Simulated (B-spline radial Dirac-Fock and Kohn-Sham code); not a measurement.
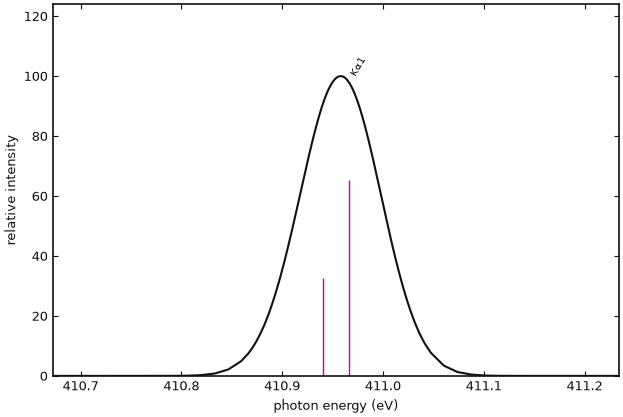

**Figure.** X-ray emission lines that fill a K (1s) hole, broadened by a Gaussian of 0.089 eV full width. Multiplet splitting by the open shell is left out. System: N²⁺ in the configuration [He] 2s2 2p1. The calculation used independent-particle rates on relativistic LDA orbitals of the hole state (multipoles to L = 3), energies from Dirac–Fock ΔSCF (a B-spline radial code).

Summarise the result.

The strongest line is K-L3 (Kα1) at 411.0 eV with 66.6 % of the photons, then K-L2 (Kα2) at 410.9 eV (33 %). The hole has a width of 0.0596 eV and a fluorescence yield of 0.00356.
